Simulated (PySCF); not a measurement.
Run report: ZrH4, geometry relaxation

- system: ZrH4
- method: PBE0-D3(BJ)/def2-SVP geometry optimisation, gas phase (PySCF 2.14.0)

It belongs to a series of runs on one base structure; here: ligand (all four): Cl to H.

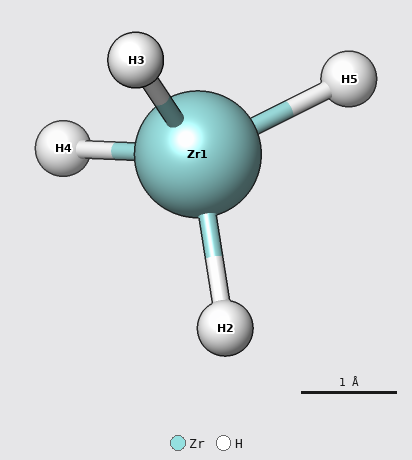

*The structure as given in the input (ball-and-stick view, seen at a tilt; atoms are numbered from 1 in the order of the input). Sticks mark near contacts.*

Bond lengths as drawn: H–Zr 1.82 to 1.98 Å.

Results in brief

- outcome: converged
- total energy: −49.318437 hartree
- dipole moment: 0.00 D
- point group: Td
- hardware: 1 CPU thread, shared host
- wall time: 5.3 s
- peak memory: 0.24 GiB

The input
```
{"job": {"xc": "PBE0", "basis": "def2-SVP", "d3": "d3bj", "grid": 1, "maxiter": 30, "shake": 0.03, "kind": "geom"}, "charge": 0, "multiplicity": 1}
Zr     0.061910    -0.072760     0.013350
H     -0.006370    -0.032670     1.912230
H      1.743930     0.002400    -0.676930
H     -0.816350     1.574900    -0.633170
H     -0.908270    -1.582350    -0.677600
```

The first line tells a small driver script what to run in PySCF; the rest is the geometry in Å.

Launched with:
```bash
OMP_NUM_THREADS=1 python <driver script> task.json out
```

Log
```
step   0  E = -49.31280861  max force = 0.025538
step   1  E = -49.31653000  max force = 0.014129
step   2  E = -49.31827550  max force = 0.003934
step   3  E = -49.31839925  max force = 0.000974
step   4  E = -49.31843234  max force = 0.000491
step   5  E = -49.31843722  max force = 0.000241
optimisation converged
```

Trajectory as extended XYZ (Å, eV, eV/Å), 6 frames, from step=0 to step=5
```
5
Properties=species:S:1:pos:R:3:forces:R:3 step=0 energy=-1341.86987
Zr    0.0619   -0.0728    0.0134   -1.3132   0.5954  -0.1346
H    -0.0064   -0.0327    1.9122    0.1240  -0.0704  -0.5733
H     1.7439    0.0024   -0.6769    0.2520  -0.0872   0.0172
H    -0.8164    1.5749   -0.6332    0.5005  -1.0034   0.3954
H    -0.9083   -1.5823   -0.6776    0.4367   0.5656   0.2953
5
Properties=species:S:1:pos:R:3:forces:R:3 step=1 energy=-1341.97114
Zr    0.0117   -0.0390    0.0002    0.6362  -0.2348   0.0185
H    -0.0176   -0.0297    1.8139    0.0310  -0.0258   0.3801
H     1.7358   -0.0032   -0.6645    0.0164  -0.0508   0.0535
H    -0.7805    1.4360   -0.5771   -0.4392   0.7266  -0.2829
H    -0.8745   -1.4746   -0.6347   -0.2445  -0.4152  -0.1692
5
Properties=species:S:1:pos:R:3:forces:R:3 step=2 energy=-1342.01863
Zr    0.0225   -0.0409   -0.0009   -0.0932   0.2023  -0.1247
H    -0.0001   -0.0399    1.8452    0.0350  -0.0245  -0.0204
H     1.7513   -0.0178   -0.6543   -0.0283  -0.0433   0.0588
H    -0.8161    1.5047   -0.6049    0.0542  -0.1566   0.0628
H    -0.8828   -1.5166   -0.6473    0.0323   0.0220   0.0235
5
Properties=species:S:1:pos:R:3:forces:R:3 step=3 energy=-1342.02200
Zr    0.0191   -0.0311   -0.0070   -0.0501   0.0223  -0.0093
H     0.0073   -0.0412    1.8404    0.0208  -0.0124  -0.0318
H     1.7484   -0.0240   -0.6445    0.0186  -0.0242   0.0204
H    -0.8197    1.4986   -0.6035   -0.0135  -0.0102   0.0044
H    -0.8802   -1.5127   -0.6476    0.0242   0.0245   0.0163
5
Properties=species:S:1:pos:R:3:forces:R:3 step=4 energy=-1342.02290
Zr    0.0152   -0.0245   -0.0110    0.0190   0.0190  -0.0096
H     0.0151   -0.0456    1.8313    0.0052  -0.0032   0.0212
H     1.7505   -0.0339   -0.6341    0.0059  -0.0065   0.0045
H    -0.8307    1.5005   -0.6043   -0.0160   0.0160  -0.0060
H    -0.8753   -1.5069   -0.6440   -0.0141  -0.0253  -0.0100
5
Properties=species:S:1:pos:R:3:forces:R:3 step=5 energy=-1342.02303
Zr    0.0147   -0.0219   -0.0124    0.0092  -0.0124   0.0028
H     0.0184   -0.0464    1.8315    0.0009   0.0004   0.0004
H     1.7520   -0.0364   -0.6314   -0.0022  -0.0002   0.0009
H    -0.8346    1.5024   -0.6050   -0.0079   0.0107  -0.0040
H    -0.8756   -1.5082   -0.6448    0.0000   0.0015  -0.0001
```

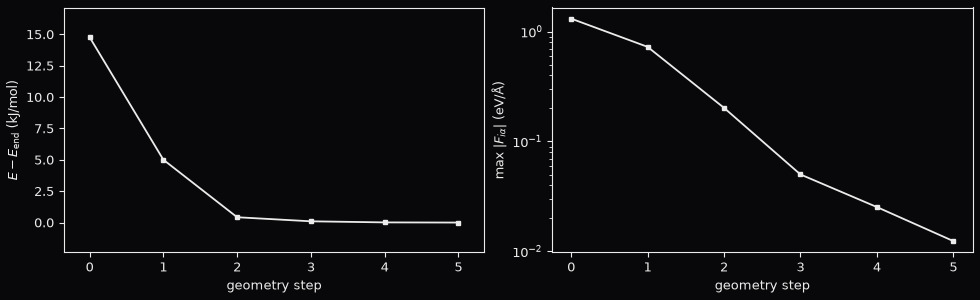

*Progress of the relaxation, step by step (steps are counted from 0).*

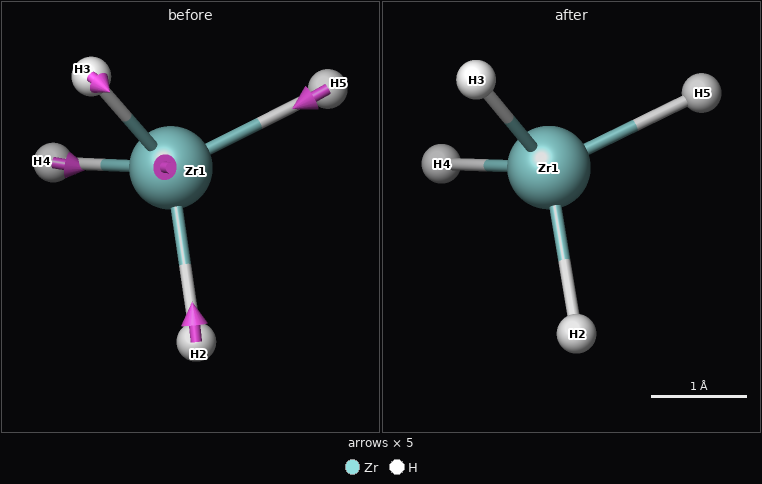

*Before (left) and after (right) the relaxation, at one scale (ball-and-stick view, seen on its broad side). The pink arrows give the displacements, magnified 5 times.*

The largest move after the best rigid fit is that of H5, 0.088 Å. Largest moves by element: H 0.088 Å, Zr 0.074 Å. Distances before and after: Zr1–H4 1.976 → 1.843 Å, Zr1–H5 1.923 → 1.844 Å, Zr1–H2 1.901 → 1.844 Å, Zr1–H3 1.820 → 1.844 Å. Among the angles that change: H3–Zr1–H4 104.6° → 109.4°, H2–Zr1–H3 114.3° → 109.5°, H2–Zr1–H4 107.1° → 109.5°. After 5 geometry steps the energy has fallen by 14.8 kJ/mol. Largest force component: 1.3 eV/Å at the start, 0.012 eV/Å at the end. (Atoms are counted from 1 in the order of the input.)
